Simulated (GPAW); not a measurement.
# Ag L₃ edge of ZnAg (Pm-3m): cell size and cost

How large a supercell does the Ag L₃ edge of ZnAg (Pm-3m) need, and what does it cost? The absorber has 8 Zn at 2.73 Å and 6 Ag at 3.16 Å (cube and octahedron, as in bcc, site symmetry m-3m).

The runs were made apart and are set side by side; the one with the holes farthest apart serves as the reference. All curves get a further Gaussian of 1.5 eV full width, so that line shapes and meshes matter less.

## (1) Cost and result by level

| run | hole distance (Å) | k mesh | core time | raw zero (eV) | zero less the added terms (eV) | r.m.s. from the reference after the best shift (%) |
| --- | --- | --- | --- | --- | --- | --- |
| GPAW LDA, 8 atoms | 5.5 | 6×6×6 | 2.5 min | 3396.9 | - | 2 |
| GPAW LDA, 18 atoms | 7.1 | 3×3×3 | 12 min | 3396.9 | - | - |

Times are from shared hosts.

```csv
E (eV),"GPAW LDA, 8 atoms","GPAW LDA, 18 atoms"
-2.0,0.03,0.03
-0.5,0.23,0.23
1.0,0.69,0.69
2.5,0.96,0.99
4.0,1.03,1.00
5.5,1.08,1.05
7.0,0.97,0.98
8.5,0.86,0.86
10.0,0.89,0.89
11.5,0.97,1.00
13.0,0.95,0.96
14.5,0.93,0.91
16.0,0.99,0.99
17.5,1.24,1.23
19.0,1.42,1.43
20.5,1.41,1.44
22.0,1.37,1.38
23.5,1.30,1.29
25.0,1.24,1.20
26.5,1.19,1.19
28.0,1.20,1.24
29.5,1.26,1.22
31.0,1.20,1.14
```

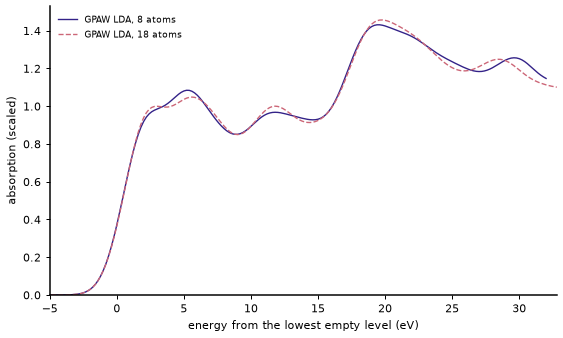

The spectra after the common broadening.

## (2) Reading

The smallest cell differs from the reference by 2 % r.m.s. after a shift of 0.0 eV at 0.22 of its cost, so it already gives the shape. Its highest intensity below 24 eV lies at 19.4 eV against 19.8 eV. Whether the reference itself is converged wasn't tested.

Only the L₃ part is meant: spin–orbit coupling of the core level isn't computed and the L₂ copy isn't added. The script folds with a Gaussian, whereas the core hole's own line is a Lorentzian, so the onset is too steep and the first peak too high. Lifetime broadening is put in by hand, and intensities beyond about 20 eV depend on it. Some cells keep the holes under 6.5 Å apart, so shapes are probably not fully converged. The structures are entries of the Crystallography Open Database, used as given.

[Logs are printed without paths, hosts, clocks, repeated set-up lines and the standing remarks that a program may print on its own settings, such as how far it seeks lower states.]

[Hosts, paths, dates, database ids (printed as entryN), source tags and the programs' standing remarks are cut or masked in the printed files.]
